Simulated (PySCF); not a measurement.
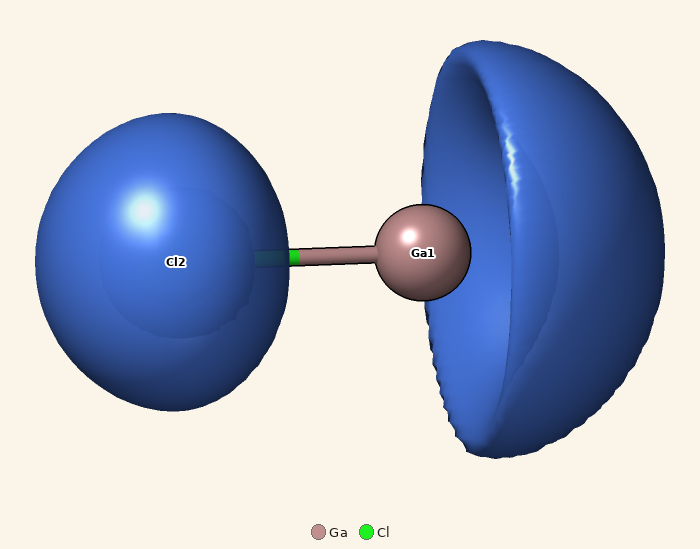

The picture shows: GaCl. Isosurface of the electron localisation function at 0.75 (blue), seen from one side. Core shells and regions of very low density are left out.

The calculation used PySCF, PBE0/def2-TZVPPD, non-relativistic Hamiltonian with scalar-relativistic core potentials where named, at a bond length of 2.223 Å.

```xyz
2

Ga    0.0000    0.0000   -0.7482
Cl    0.0000    0.0000    1.4748
```

Question: Describe the localisation domains.

Answer: At this value the surface marks out one lobe on Ga, pointing away from the bonds (lone pairs) and one region wrapped around Cl (its valence shell). Profiles from the grid: Ga–Cl (2.22 Å): the ELF peaks at about 0.80 in the valence shell of Cl, 0.8 Å from its nucleus, and is about 0.55 at the midpoint.
